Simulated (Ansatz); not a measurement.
# BGeH3Cl2 (SMILES Cl[B](Cl)[GeH3]) at BHLYP/cc-pVDZ

Aim: the electronic atomisation energy of BGeH3Cl2 at BHLYP/cc-pVDZ, from 5 runs. 

Program for the calculation: Ansatz 0.2.0.

72 further runs of the same task are left out: 72 set aside as unsound or not needed.

### 1 The structure to begin with

BGeH3Cl2 has 7 atoms, charge 0, and is taken as a singlet. As SMILES, `Cl[B](Cl)[GeH3]`. The shape is that of a PBE0-D4/def2-TZVP optimisation.

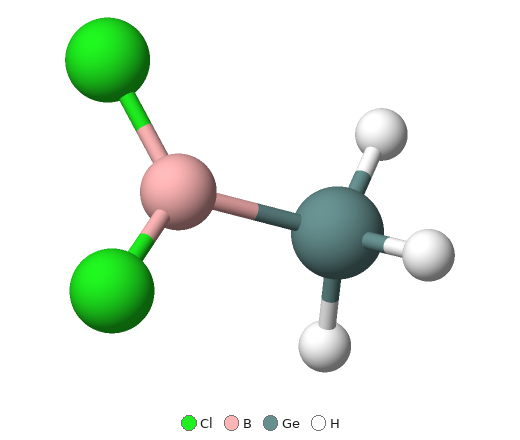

The structure, seen from a chosen angle (chlorine green, boron pink, germanium teal, hydrogen white).

### 2 The energy at BHLYP/cc-pVDZ

molecule.yaml

```yaml
crystal:
  periodic: [false, false, false]
  atoms:
    - {symbol: Cl, position_ang: [1.749500, -1.428200, 1.208700]}
    - {symbol: B, position_ang: [0.206400, -1.021900, 0.511500]}
    - {symbol: Cl, position_ang: [-1.082400, -2.191800, 0.604700]}
    - {symbol: Ge, position_ang: [-0.123100, 0.798500, -0.412200]}
    - {symbol: H, position_ang: [-0.556200, 0.560600, -1.868300]}
    - {symbol: H, position_ang: [-1.266100, 1.534300, 0.306700]}
    - {symbol: H, position_ang: [1.133300, 1.680500, -0.396700]}
basis:
  gaussian: {orbitals: cc-pVDZ}
total_charge: 0
hamiltonian: {xc: {name: BHLYP}}
accuracy: high
output: {orbitals: {seedname: orbitals}}
```

Started as:

```console
$ ansatz run molecule.yaml --threads 1 --pin off --max-ram 3480MiB --events-out events.jsonl --progress --plain --runs-dir runs
```

Standard output:

```text
Warning: RAYON_NUM_THREADS=1 ignored (pool sized by the plan → 1); use --threads N
Functional definition: BHLYP
  name "BHLYP"
  parameter a = 0.5
  exchange = (1 - a)*b88_x + a*exact_x
  correlation = lyp_c
2113 factors; integrals over basis functions are off by at most 4.4e-9 eV
mean field evaluation 1: about -82288.4634 eV, gradient 1.0e1 eV
mean field evaluation 2: about -82288.7397 eV, gradient 5.8e0 eV
mean field evaluation 4: about -82288.8263 eV, gradient 5.6e-1 eV
mean field evaluation 8: about -82289.0709 eV, gradient 5.1e-2 eV
mean field evaluation 16: about -82289.0709 eV, gradient 2.3e-5 eV
mean field -82289.07093469 eV, -3024.0675793142 hartree, gradient 5.2e-8 eV, S^2 0.000000; 0 other end points of the search recorded, 0 dependent functions left out
reference -82289.07096375 eV, -3024.0675803822 hartree; 37, 37 occupied and 55, 55 virtual orbitals, 2113 factors
Total energy: -82289.07096375 eV, -3024.0675803822 hartree
```

It took 15 s on 1 thread of Arm Neoverse V1, shared host; peak memory 0.38 GiB.

### 3 The B atom, same level

molecule.yaml

```yaml
crystal:
  periodic: [false, false, false]
  atoms:
    - {symbol: B, position_ang: [0.000000, 0.000000, 0.000000]}
basis:
  gaussian:
    orbitals: cc-pVDZ
accuracy: high
magnetization:
  spin_polarized: true
  initial_magnetization: 1
hamiltonian:
  xc: {name: BHLYP}
```

Run the same way, it converges to -24.65124 Eh (log not shown).

### 4 The Cl atom, same level

molecule.yaml

```yaml
crystal:
  periodic: [false, false, false]
  atoms:
    - {symbol: Cl, position_ang: [0.000000, 0.000000, 0.000000]}
basis:
  gaussian:
    orbitals: cc-pVDZ
magnetization:
  spin_polarized: true
  initial_magnetization: 1
hamiltonian:
  xc: {name: BHLYP}
accuracy: high
```

Started as:

```console
$ ansatz run molecule.yaml --threads 1 --pin off --max-ram 3480MiB --events-out events.jsonl --progress --plain --runs-dir runs
```

Standard output:

```text
Warning: RAYON_NUM_THREADS=1 ignored (pool sized by the plan → 1); use --threads N
[... 5 set-up lines as earlier in the session ...]
141 factors; integrals over basis functions are off by at most 3.0e-9 eV
mean field evaluation 1: about -12521.2542 eV, gradient 3.0e0 eV
mean field evaluation 2: about -12521.3104 eV, gradient 6.5e-1 eV
mean field evaluation 4: about -12521.3130 eV, gradient 6.9e-1 eV
mean field evaluation 8: about -12521.3168 eV, gradient 3.9e-3 eV
mean field evaluation 16: about -12521.3168 eV, gradient 8.7e-8 eV
mean field -12521.31678294 eV, -460.1499045195 hartree, gradient 8.7e-8 eV, S^2 0.752731; 0 other end points of the search recorded, 0 dependent functions left out
reference -12521.31679825 eV, -460.1499050822 hartree; 9, 8 occupied and 9, 10 virtual orbitals, 141 factors
Total energy: -12521.31679825 eV, -460.1499050822 hartree
```

Wall time 0.74 s (1 thread of Arm Neoverse V1, shared host).

### 5 The Ge atom

job.yaml

```yaml
crystal:
  periodic: [false, false, false]
  atoms:
    - {symbol: Ge, position_ang: [0.000000, 0.000000, 0.000000]}
basis:
  gaussian: {orbitals: cc-pVDZ}
magnetization: {spin_polarized: true, initial_magnetization: 2}
hamiltonian: {xc: {name: BHLYP}}
accuracy: high
```

Run the same way, it converges to -2076.87654 Eh (log not shown).

### 6 The H atom at the same level

in.yaml

```yaml
crystal:
  periodic: [false, false, false]
  atoms:
    - {symbol: H, position_ang: [0.000000, 0.000000, 0.000000]}
basis:
  gaussian:
    orbitals: cc-pVDZ
hamiltonian:
  xc: {name: BHLYP}
accuracy: high
magnetization:
  spin_polarized: true
  initial_magnetization: 1
total_charge: 0
```

Started as:

```console
$ ansatz run in.yaml --threads 1 --pin off --max-ram 3480MiB --events-out events.jsonl --progress --plain --runs-dir runs
```

Standard output:

```text
Warning: RAYON_NUM_THREADS=1 ignored (pool sized by the plan → 1); use --threads N
[... 5 set-up lines as earlier in the session ...]
15 factors; integrals over basis functions are off by at most 4.6e-8 eV
mean field evaluation 1: about -13.5381 eV, gradient 8.2e-1 eV
mean field evaluation 2: about -13.5466 eV, gradient 1.5e-1 eV
mean field evaluation 4: about -13.5469 eV, gradient 9.6e-5 eV
mean field evaluation 8: about -13.5469 eV, gradient 2.7e-11 eV
mean field -13.54688247 eV, -0.4978387483 hartree, gradient 6.4e-11 eV, S^2 0.750000; 0 other end points of the search recorded, 0 dependent functions left out
reference -13.54689547 eV, -0.4978392260 hartree; 1, 0 occupied and 4, 5 virtual orbitals, 15 factors
Total energy: -13.54689547 eV, -0.4978392260 hartree
```

Run time: 0.12 s. Hardware: 1 thread of Arm Neoverse V1, shared host.

### 7 What came out

At BHLYP/cc-pVDZ:

```
                     quantity           value
       molecule: total energy  -3024.06758 Eh
        molecule: HOMO energy        -9.35 eV
        molecule: LUMO energy        -0.89 eV
      molecule: HOMO–LUMO gap         8.46 eV
         B atom: total energy    -24.65124 Eh
                 B atom: ⟨S²⟩           0.754
        Cl atom: total energy   -460.14991 Eh
                Cl atom: ⟨S²⟩           0.753
        Ge atom: total energy  -2076.87654 Eh
                Ge atom: ⟨S²⟩           2.003
         H atom: total energy     -0.49784 Eh
                 H atom: ⟨S²⟩           0.750
electronic atomisation energy       20.313 eV
```

Taking the molecule apart into free atoms costs 20.31 eV (1960 kJ/mol), before zero-point energy and without spin-orbit coupling.
